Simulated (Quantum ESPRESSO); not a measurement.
# K (Im-3m): from the cell to the phonon bands, part 3 of 3

How does K (Im-3m) vibrate, and is this structure a minimum?

Quantum ESPRESSO 7.5; DFT LDA, scalar-relativistic, plane waves, PseudoDojo norm-conserving pseudopotentials.

So far. Step 5 (Phonons on a q mesh): The acoustic modes at Γ come out as far as 1.1 cm⁻¹ from zero, where they should vanish, a small numerical error. The relaxed cell has a = 5.045 Å (conventional setting).

The database entry behind the starting cell lists a temperature near 5 K, so it need not match the best structure at ambient conditions.

### Step 7. Interpolated phonon bands (continued)

Lowest modes at the softest wavevector of the mesh; phase exp(i q.(R + tau)). Modes at q = (0.000, 0.000, 0.250):

```csv
mode,frequency (cm⁻¹)
1,12.2
2,37.3
3,59.0
```

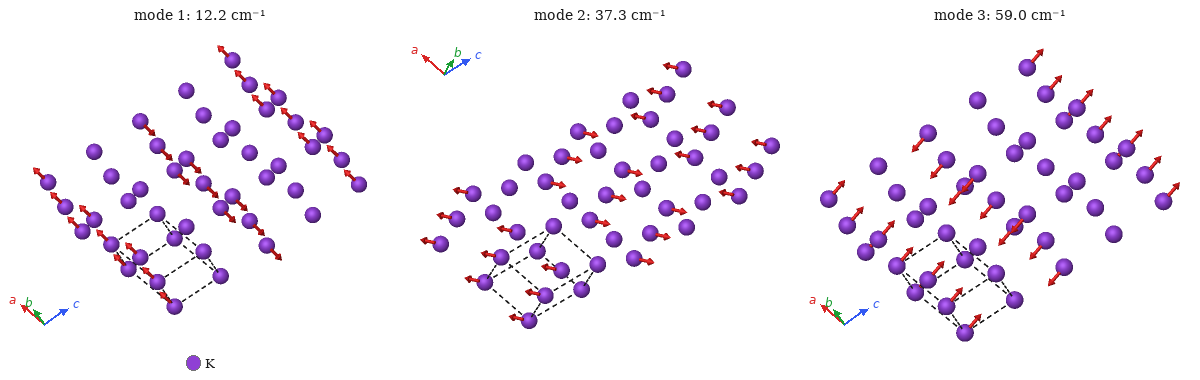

Displacement patterns of modes 1, 2 and 3 at q = (0.000, 0.000, 0.250); arrows are exaggerated. 2×2×4 cells are drawn. The axes are those of the cell as run, not the conventional ones. Some periodic images of atoms are drawn too.

Force constants by pair (phonopy on the run's constants); pairs near half the supercell's span include their periodic images. Pair force constants, by row:

```csv
atom,neighbour,distance (Å),third of the trace (eV/Å²),along the pair's line (eV/Å²)
K1,itself,0,0.4775,–
K1,K,4.369,-0.054,-0.178
K1,K,5.045,-0.0111,-0.0285
K1,K,7.135,0.0025,0.0063
```

Harmonic mean-square displacement, third of the trace. Mean-square displacements:

```csv
T (K),K1 U_eq (Å²)
0,0.00984
100,0.04744
300,0.1396
600,0.2787
```

Mode patterns, pair constants, displacements and means over the zone were worked out by phonopy from the force constants of q2r.x.

All branches are real along the path.

### Step 8. Sums over the zone

Sums over the zone need many more wavevectors than were solved, so the interpolation is sampled on a dense mesh.

Input file matdyn.in:

```
 &input
    asr='crystal',
    flfrc='x.fc',
    dos=.true.,
    fldos='x.dos',
    nk1=13,
    nk2=13,
    nk3=13,
    deltaE=0.3,
 /
```

Started as:

```
$ matdyn.x -in matdyn.in > matdyn.out
```

Numbers of over 12 decimals in the logs are rounded to 6 here.

Output:

```text
[banner, memory and clock lines left out]
Program MATDYN v.7.5

 mass for atomic type   1 not given; uses mass from file x.fc
 Norm of the difference between old and new effective charges:    0.000000

 Norm of the difference between old and new force-constants:   7.81588e-07

     Message from routine matdyn:
     Z* not found in file x.fc, TO-LO splitting at q=0 will be absent!

Note: The following floating-point exceptions are signalling: IEEE_UNDERFLOW_FLAG
```

Elapsed: 0.78 s, on 1 thread of Arm Neoverse V2, shared host.

This step gave:

* share of modes beyond 3i cm⁻¹ on the dense interpolated mesh: 0
* zero-point energy per atom: 10.07 meV
* heat capacity at 300 K: 24.79 J/(mol atoms K)
* vibrational entropy at 300 K: 60.68 J/(mol atoms K)

The phonon density of states has structure finer than the step of the table below, so its rows give means over 5 cm⁻¹, whole bins alone (the curve runs from 0 to 83.7 cm⁻¹). Peaks (cm⁻¹: height): 78.3: 0.146.

Tetrahedra. Table of phonon density of states by wavenumber; means over each step:

```csv
wavenumber (cm⁻¹),phonon density of states (1/cm⁻¹/cell)
5,7.3e-4
10,0.00241
15,0.00829
20,0.0224
25,0.0319
30,0.0397
35,0.0448
40,0.0374
45,0.0344
50,0.0398
55,0.0534
60,0.0505
65,0.0442
70,0.0411
75,0.0667
80,0.0787
```

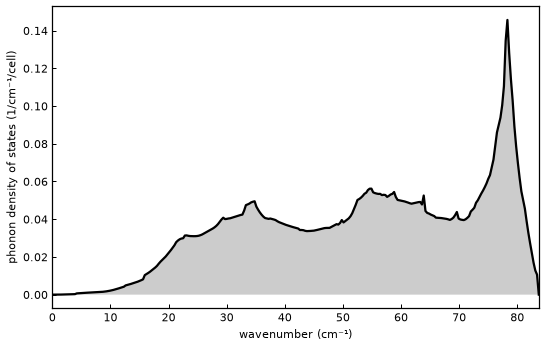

Phonon density of states against wavenumber.

Harmonic thermodynamic functions per atom, summed over the density of states scaled to three modes an atom; melting is ignored. Thermodynamic functions:

```csv
T (K),F_vib (meV/atom),S (J/mol-atom/K),C_V (J/mol-atom/K)
0,10.07,0,0
50,6.11,18.51,20.17
100,-7.83,33.89,23.59
200,-52.58,50.66,24.59
300,-110.6,60.68,24.79
400,-177.4,67.82,24.86
500,-250.7,73.37,24.89
600,-329.1,77.91,24.9
700,-411.9,81.75,24.91
800,-498.4,85.08,24.92
900,-588.1,88.01,24.93
1000,-680.8,90.64,24.93
```

At 300 K the heat capacity has reached 99 % of the Dulong-Petit value.

### Step 9. The dispersion under another sum rule (asr no)

The sum rule corrects the force constants themselves, so it can shift branches at any wavevector, low ones most.

Input file matdyn.in:

```
 &input
    asr='no',
    flfrc='x.fc',
    flfrq='x.freq',
    flvec='x.modes',
    q_in_band_form=.true.,
    q_in_cryst_coord=.true.,
 /
8
  0.0000000   0.0000000   0.0000000   8  ! GAMMA
  0.5000000   0.5000000  -0.5000000   8  ! H
  0.5000000  -0.0000000  -0.5000000   8  ! N
  0.0000000   0.0000000   0.0000000   8  ! GAMMA
  0.7500000   0.2500000  -0.2500000   8  ! P
  0.5000000   0.5000000  -0.5000000   1  ! H
  0.7500000   0.2500000  -0.2500000   8  ! P
  0.5000000  -0.0000000  -0.5000000   1  ! N
```

Started as:

```
$ matdyn.x -in matdyn.in > matdyn.out
```

Output:

```text
[banner, memory and clock lines left out]
Program MATDYN v.7.5

 mass for atomic type   1 not given; uses mass from file x.fc
     Message from routine matdyn:
     Z* not found in file x.fc, TO-LO splitting at q=0 will be absent!
     Message from routine matdyn:
     Z* not found in file x.fc, TO-LO splitting at q=0 will be absent!

Note: The following floating-point exceptions are signalling: IEEE_UNDERFLOW_FLAG
```

It took 0.45 s on 1 thread.

Read from the output:

```yaml
lowest_frequency_on_the_path: -1.105 cm⁻¹
```

At the labelled points the branches move by no more than 1.2 cm⁻¹.

### Step 10. Outcome

* space group after relaxation: Im-3m
* volume per atom: 64.2 Å³
* q mesh: 4×4×4
* lowest mode on the q mesh (acoustic ones at the zone centre apart): 12.2 cm⁻¹
* zero-point energy per atom: 10.1 meV
* heat capacity at 300 K: 24.8 J/(mol atoms K)
* vibrational entropy at 300 K: 60.7 J/(mol atoms K)
* imaginary modes on the q mesh: none

What this shows: K (Im-3m) is dynamically stable on the 4×4×4 mesh; its spectrum reaches 84 cm⁻¹. These are harmonic frequencies at zero temperature: anharmonic shifts and linewidths and thermal expansion are left out. In a metal the frequencies hang on the k mesh and the smearing, most of all near Kohn anomalies.

[Host names and launcher messages were left out of these logs when they were recorded.]

[Logs are printed without paths, hosts, clocks, repeated set-up lines and the standing remarks that a program may print on its own settings, such as how far it seeks lower states.]

[Hosts, paths, dates, database ids (printed as entryN), source tags and the programs' standing remarks are cut or masked in the printed files.]
